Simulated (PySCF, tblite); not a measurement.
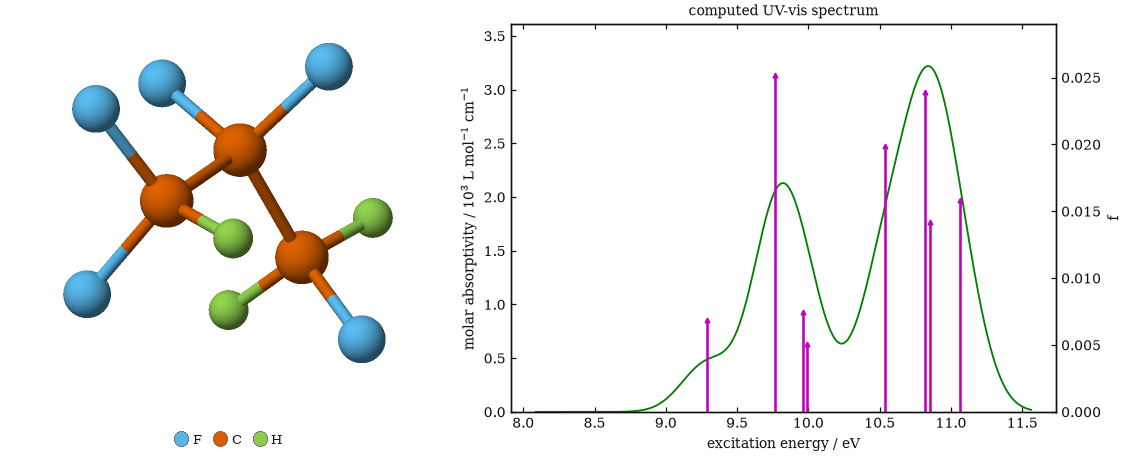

Computed absorption of C₃H₃F₅, SMILES FCC(F)(F)C(F)F. Vertical TDDFT excitations, ωB97X-D/def2-SVPD, PySCF 2.14.0, at a GFN2-xTB geometry (a minimum by its frequencies), gas phase. The lowest 8 singlet states are shown; each is broadened by a Gaussian of 1/e half-width 0.25 eV. Sticks give oscillator strengths (right axis).

**Where is the lowest singlet, and is it bright?**

S1 lies at 9.29 eV (133 nm) with f = 0.007, mainly HOMO → LUMO+1 (83 %); it is weak.

**List the transitions behind the spectrum.**

```csv
state,E (eV),λ (nm),f,main character
S1,9.29,133,0.007,HOMO → LUMO+1 (83 %)
S2,9.77,127,0.025,HOMO → LUMO (36 %)
S3,9.96,124,0.008,HOMO−1 → LUMO+1 (36 %)
S4,9.99,124,0.005,HOMO → LUMO (24 %)
S5,10.53,118,0.020,HOMO → LUMO+2 (65 %)
S6,10.82,115,0.024,HOMO−2 → LUMO+1 (30 %)
S7,10.85,114,0.014,HOMO−1 → LUMO (38 %)
S8,11.06,112,0.016,HOMO → LUMO+4 (51 %)
```

Caveats: the tight-binding geometry is rougher than a DFT one and adds to the error; one conformer of a flexible molecule; core orbitals are frozen in the response.
